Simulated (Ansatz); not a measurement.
B3ClH4 (SMILES BB(B)Cl)

Input file:

```
crystal:
  periodic: [false, false, false]
  atoms:
    - {symbol: B, position_ang: [-0.390070, 1.366310, -0.579234]}
    - {symbol: B, position_ang: [-0.215273, -0.243035, -0.240315]}
    - {symbol: B, position_ang: [0.677389, -1.042099, 0.899892]}
    - {symbol: Cl, position_ang: [-1.163011, -1.312806, -1.298101]}
    - {symbol: H, position_ang: [-1.251551, 2.020481, -0.064856]}
    - {symbol: H, position_ang: [0.323287, 1.918597, -1.367052]}
    - {symbol: H, position_ang: [1.795226, -1.406823, 0.671740]}
    - {symbol: H, position_ang: [0.224002, -1.300635, 1.977917]}
basis:
  gaussian: {orbitals: def2-TZVPP}
hamiltonian: {xc: pbe0, dispersion: d4}
output: {orbitals: {seedname: orbitals}}
```

Launched as:

```sh
ansatz run in.yaml --threads 2 --pin off --events-out ev --progress --plain --max-ram 4352MiB
```

Geometry: PBE0-D4/def2-TZVP.

Level of theory: RKS PBE0-D4/def2-TZVPP in Ansatz.

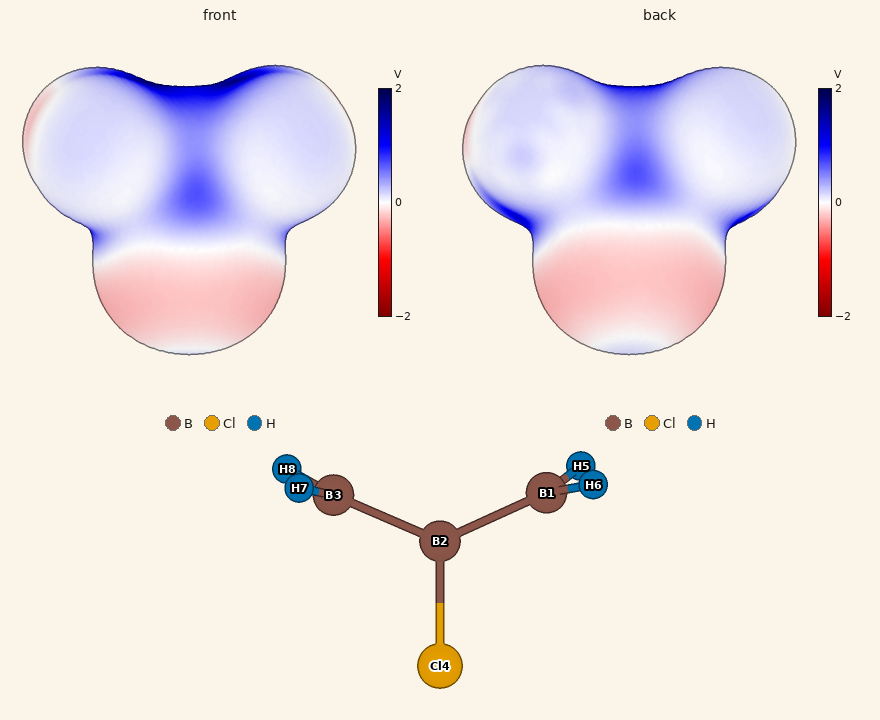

Figure 1. The electrostatic potential painted on the density surface at 0.001 e/bohr³, seen from the front and from behind; the colour scale runs from red (negative) to blue (positive). The bare structure is drawn below in the same view.

**Where is the surface potential most negative and most positive?**

The most negative region (about −0.3 V) lies over Cl4, the most positive (about +1.6 V) over B1 and B3.

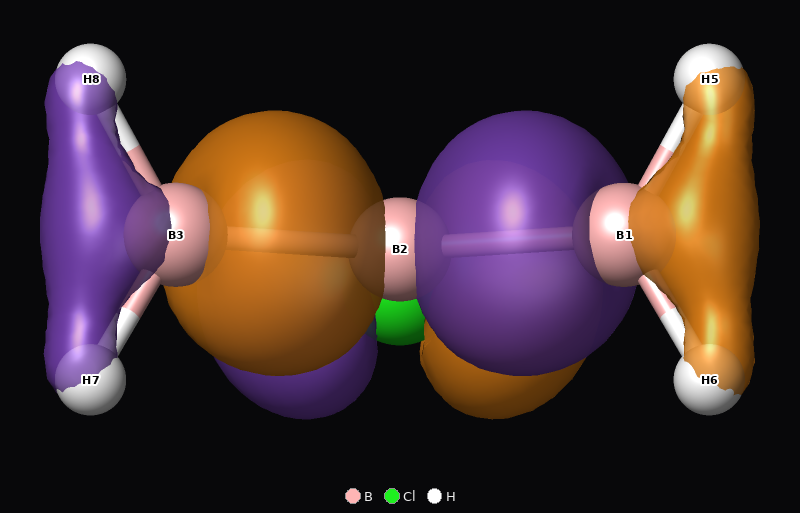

Figure 2. One frontier orbital at ±0.15 Å⁻³ᐟ² (orange and purple are the two phases), seen from one side.

**Which orbital is it: HOMO or LUMO?**

The HOMO, at −7.70 eV. It lies mainly on Cl4 (about 35 %), B2 (about 20 %), B1 (about 15 %) and B3 (about 15 %).
